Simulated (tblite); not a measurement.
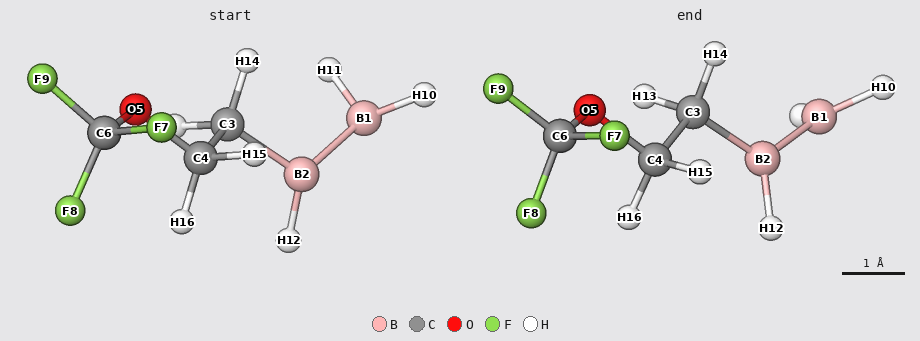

The structure of C₃H₇B₂F₃O before (left) and after (right) a relaxation, at one scale.

A ball-and-stick model, seen from a free direction.

These are results of tblite 0.8.0, GFN2-xTB geometry optimisation, gas phase, not measurements. 

### Describe what moved and what it gained.

The atom that moves furthest after the best rigid fit is H11 (1.02 Å). Largest moves by element: H 1.02 Å, C 0.28 Å, B 0.26 Å, F 0.20 Å, O 0.14 Å. Near-neighbour distances that change, for instance: O5–C6 1.390 → 1.309 Å, B1–B2 1.690 → 1.622 Å, C4–O5 1.398 → 1.454 Å, C6–F9 1.379 → 1.328 Å. Bond angles that change, for instance: B1–B2–C3 113.7° → 124.0°, B2–B1–H11 113.8° → 123.1°, B2–B1–H10 115.3° → 122.5°. After 99 geometry steps the energy has fallen by 24.6 kcal/mol. Cost: 1 s on 1 thread of Arm Neoverse N1, with other jobs on the host.
